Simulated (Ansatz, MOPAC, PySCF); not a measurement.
HF (SMILES F) and C2H2 (SMILES C#C) are pulled apart as rigid monomers along the line of their centres of mass, from the B3LYP-D3(BJ)/def2-TZVP minimum. Starting geometry (charge 0, multiplicity 1):
```csv
atom,x (Å),y (Å),z (Å)
F,-0.0325,-0.0116,0.3487
H,-0.0182,-0.0044,1.2833
C,0.2551,-0.5364,3.3985
C,-0.2302,0.5591,3.3975
H,0.6860,-1.5091,3.4074
H,-0.6609,1.5319,3.4047
```

Interaction energies with rigid monomers; basis-set methods are counterpoise corrected unless marked otherwise.

Cores are frozen in the correlated methods. Rows in 6-311+G** carry no dispersion term and start afresh at each structure. The state that AM1 reach isn't checked.

Run with Ansatz (an electronic-structure program); MOPAC for AM1 (differences of heats of formation); PySCF for 6-311+G** rows, the dispersion terms. 

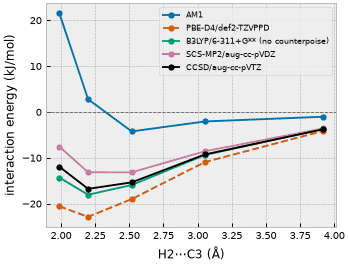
Figure: Interaction energy against separation

**Question.** Which level binds most strongly at H2···C3 = 2.20, and by how much?

**Answer.** PBE-D4/def2-TZVPPD, -23 kJ/mol.
